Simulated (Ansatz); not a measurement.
**Profile along the Rh–Rh line in Rh (fcc, Cu type)**

Rh (fcc, Cu type), conventional cell a = b = c = 3.8001 Å, α = β = γ = 90.00°. The calculation uses the primitive cell of 1 atom, to which meshes and values per cell refer.

Fields along a shortest Rh–Rh line of a {111} plane (2.69 Å), from Rh to Rh, interpolated on the slice's grid (step about 0.2 Å). Level of theory: r2SCAN (plane waves to 500 eV, PAW, scalar-relativistic; Ansatz, a program for electronic structure). k mesh 21×21×21. Inside the PAW spheres the values are not all-electron values, and peaks at nuclei hang on which shells count as valence. Rh is run without spin polarisation. Rh was relaxed with its symmetry unable to fall. The PAW data are Ansatz's earlier set.

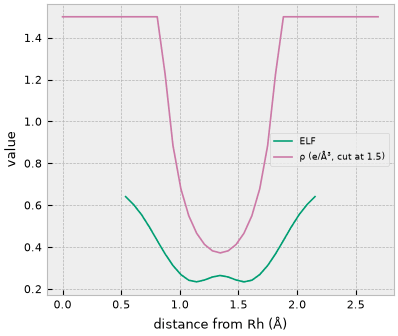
ELF (away from the nuclei) and valence density from Rh to Rh.

Density on the Rh–Rh line (2.69 Å) at its midpoint: 0.37 e/Å³. ELF at that point: 0.26.
